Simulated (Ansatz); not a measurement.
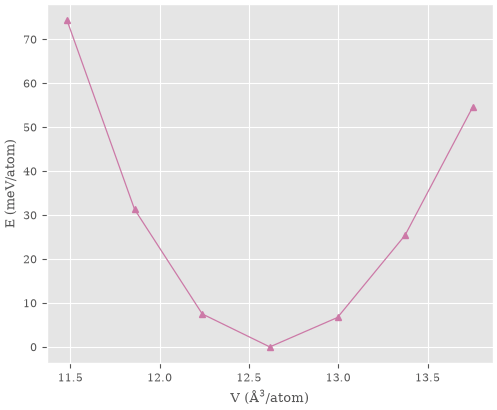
Fig. 1. LuN (rock salt, space group No. 225) under volume change, LDA in the plane-wave PAW code Ansatz, scaled uniformly.

Q: What does a third-order Birch–Murnaghan fit give for V₀, B₀ and B′?

A: V₀ = 12.62 Å³/atom, B₀ = 198 GPa, B′ = 4.0.

Space group Fm-3m (rock salt). The first step of the workflow began from a Materials Project structure, measured or hypothetical; the Crystallography Open Database files this formula in space group No. 225, but the cells were not matched. Whether it is the stable phase at ambient conditions was not checked. Symmetry was held in the LDA relaxation; its stability against distortions is not shown here. Scalar-relativistic: spin–orbit coupling is off unless named, which matters more the heavier the elements.

Potentials: the later of the program's two PAW sets.
